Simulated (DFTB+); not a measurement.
**Excited-state calculation of C$_{12}$H$_{16}$**

The run: excited-state calculation of C$_{12}$H$_{16}$ (cyclohexylbenzene). Method and program: DFTB2, R-SCC (DFTB+ 25.1).

The geometry comes from this level: GFN2-xTB.

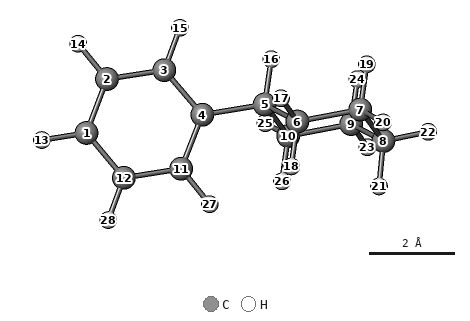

Fig. 1: The input geometry (ball-and-stick view, seen on its broad side; atoms are numbered from 1 in the order of the input).

## Input (dftb_in.hsd)
```
Geometry = GenFormat {
  <<< "mol.gen"
}

Hamiltonian = DFTB {
  SCC = Yes
  SlaterKosterFiles = Type2FileNames {
    Prefix = "slakos/"
    Separator = ""
    Suffix = ".spl"
    LowerCaseTypeName = Yes
  }
  MaxAngularMomentum {
    C = "p"
    H = "s"
  }
  SCCTolerance = 1e-08
}

ExcitedState {
  Casida {
    NrOfExcitations = 10
    Symmetry = Singlet
    Diagonaliser = Arpack {}
  }
}

Options {
  WriteResultsTag = Yes
}

ParserOptions {
  ParserVersion = 14
}
```

## File mol.gen
```
28 C
C H
   1  1     -1.429700     -2.466310      2.779880
   2  1     -2.103650     -1.261620      2.687030
   3  1     -1.706840     -0.314430      1.759500
   4  1     -0.633530     -0.550650      0.909810
   5  1     -0.212800      0.489400     -0.096360
   6  1      1.220420      0.968950      0.162530
   7  1      1.617840      2.042710     -0.845670
   8  1      1.493120      1.510680     -2.269940
   9  1      0.067780      1.035670     -2.535060
  10  1     -0.332040     -0.040320     -1.530150
  11  1      0.035350     -1.765010      1.014080
  12  1     -0.358010     -2.714290      1.939510
  13  2     -1.737090     -3.207940      3.502560
  14  2     -2.941240     -1.058430      3.338790
  15  2     -2.239820      0.624110      1.694290
  16  2     -0.880740      1.353160      0.001190
  17  2      1.293600      1.363100      1.178820
  18  2      1.909120      0.125960      0.082350
  19  2      0.967260      2.912530     -0.726220
  20  2      2.643970      2.364940     -0.656190
  21  2      2.184090      0.675320     -2.405990
  22  2      1.766060      2.289780     -2.984830
  23  2     -0.011440      0.640390     -3.550090
  24  2     -0.617090      1.883110     -2.452710
  25  2     -1.359530     -0.362790     -1.714160
  26  2      0.316670     -0.909200     -1.655230
  27  2      0.873950     -1.976410      0.366980
  28  2      0.174290     -3.652430      2.005280
```

Machine: 1 thread of AMD EPYC (Zen 5), 32 GiB of memory available, shared host.

Launch command:
```bash
dftb+ > output.log
```

## What the program printed
```
|  DFTB+ development version (commit: a23bfb2)

Reading input file 'dftb_in.hsd'
Parser version: 14

--------------------------------------------------------------------------------
Reading SK-files:
./slakos/cc.spl
./slakos/ch.spl
./slakos/hh.spl
Done.

Processed input in HSD format written to 'dftb_pin.hsd'

Starting initialization...
--------------------------------------------------------------------------------
OpenMP threads:              1
Chosen random seed:          305181183
Current stacksize:           unlimited
Mode:                        Static calculation
Self consistent charges:     Yes
SCC-tolerance:                 0.100000E-07
Max. scc iterations:                    100
Shell resolved Hubbard:      No
Spin polarisation:           No
Nr. of up electrons:            32.000000
Nr. of down electrons:          32.000000
Periodic boundaries:         No
Electronic solver:           Relatively robust
Casida solver:               Arpack
Mixer:                       Broyden mixer
Mixing parameter:                  0.200000
Nr. of chrg. vec. in memory:            100
Max. SCC-cycles:                        100
Electronic temperature:              0.100000E-07 H      0.272114E-06 eV
Initial charges:             Set automatically (system chrg:   0.000E+00)
Included shells:             C:  s, p
                             H:  s
Extra options:
                             Mulliken analysis

--------------------------------------------------------------------------------

***  Geometry step: 0

 iSCC Total electronic   Diff electronic      SCC error
    1   -0.27321909E+02    0.00000000E+00    0.15681108E+00
    2   -0.27326479E+02   -0.27321909E+02    0.10663130E+00
    3   -0.27330135E+02   -0.45700114E-02    0.15376051E-01
    4   -0.27330151E+02   -0.36557965E-02    0.29176829E-02
    5   -0.27330152E+02   -0.16342154E-04    0.11809489E-02
    6   -0.27330152E+02   -0.63051604E-06    0.33576887E-03
    7   -0.27330152E+02   -0.21039496E-06    0.75611084E-04
    8   -0.27330152E+02   -0.21023656E-07    0.20810937E-04
    9   -0.27330152E+02   -0.34617642E-09    0.45245211E-05
   10   -0.27330152E+02   -0.24986235E-10    0.10619788E-05
   11   -0.27330152E+02   -0.49418247E-11    0.18522169E-06
   12   -0.27330152E+02   -0.38014036E-12    0.39514180E-07
   13   -0.27330152E+02    0.71054274E-14    0.19211421E-07
   14   -0.27330152E+02    0.35527137E-14    0.10220793E-08

Total Energy:                      -26.6849974909 H         -726.1357 eV
Extrapolated to 0K:                -26.6849974909 H         -726.1357 eV
Total Mermin free energy:          -26.6849974909 H         -726.1357 eV
Force related energy:              -26.6849974909 H         -726.1357 eV

--------------------------------------------------------------------------------
--------------------------------------------------------------------------------
SCC                                    +       0.01 ( 27.2%)       0.02 ( 44.2%)
Post-SCC processing                    +       0.03 ( 71.1%)       0.03 ( 55.8%)
--------------------------------------------------------------------------------
Missing                                +       0.00 (  1.7%)       0.00 (  0.0%)
Total                                  =       0.04 (100.0%)       0.05 (100.0%)
--------------------------------------------------------------------------------
```

## File band.out
```
 KPT            1  SPIN            1  KWEIGHT    1.0000000000000000
     1    -19.5065  2.00000
     2    -18.8469  2.00000
     3    -17.5351  2.00000
     4    -16.9134  2.00000
     5    -16.8376  2.00000
     6    -16.2552  2.00000
     7    -14.0674  2.00000
     8    -13.6755  2.00000
     9    -13.5260  2.00000
    10    -12.9146  2.00000
    11    -12.1437  2.00000
    12    -11.0902  2.00000
    13    -10.5605  2.00000
    14    -10.2978  2.00000
    15    -10.0313  2.00000
    16     -9.8912  2.00000
    17     -9.6900  2.00000
    18     -9.4839  2.00000
    19     -9.3364  2.00000
    20     -9.0942  2.00000
    21     -8.8300  2.00000
    22     -8.7334  2.00000
    23     -8.6669  2.00000
    24     -8.0315  2.00000
    25     -7.9958  2.00000
    26     -7.9737  2.00000
    27     -7.6603  2.00000
    28     -7.3649  2.00000
    29     -7.3432  2.00000
    30     -7.1632  2.00000
    31     -6.5723  2.00000
    32     -6.3032  2.00000
    33     -1.1133  0.00000
    34     -1.0910  0.00000
    35      2.5602  0.00000
    36      6.5985  0.00000
    37      7.4035  0.00000
    38      7.4218  0.00000
    39      8.3384  0.00000
    40      8.7221  0.00000
    41      8.8551  0.00000
    42      9.5635  0.00000
    43      9.8763  0.00000
    44     10.1279  0.00000
    45     10.2046  0.00000
    46     10.6871  0.00000
    47     11.4868  0.00000
    48     12.0714  0.00000
    49     12.3401  0.00000
    50     13.0648  0.00000
    51     13.2514  0.00000
    52     13.9218  0.00000
    53     14.2115  0.00000
    54     14.2206  0.00000
    55     14.6214  0.00000
    56     15.6844  0.00000
    57     15.7967  0.00000
    58     16.7404  0.00000
    59     19.5367  0.00000
    60     19.5447  0.00000
    61     20.9707  0.00000
    62     21.1783  0.00000
    63     25.3149  0.00000
    64     28.4133  0.00000
```

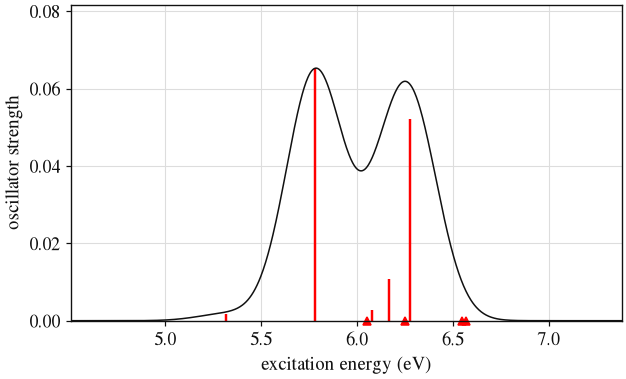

Fig. 2: Computed excitations as sticks (degenerate states added up, dark ones marked on the axis), with a Gaussian envelope of 0.35 eV full width at half maximum, scaled to the tallest. Of the 10 states the lowest lies at 5.32 eV (f = 0.002); the strongest line is at 5.78 eV, or 214 nm (f = 0.065).

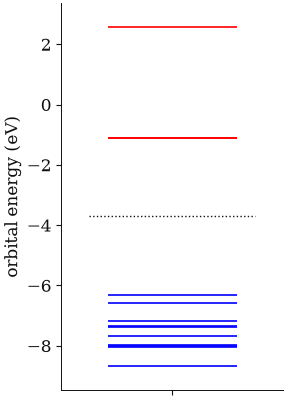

Fig. 3: Orbital energies near the frontier; the dotted line parts filled from empty levels, and levels within 0.02 eV of each other stand side by side. Highest filled −6.30 eV, lowest empty −1.11 eV, 5.19 eV apart.

## Summary

```csv
quantity,value
outcome,converged
Mermin free energy,−26.684997 hartree
basis functions,64
HOMO,−6.30 eV
LUMO,−1.11 eV
dipole moment,0.48 D
lowest excitation,5.32 eV
peak memory,0.073 GiB
```

## Notes

Settings chosen away from the usual ones: roots.
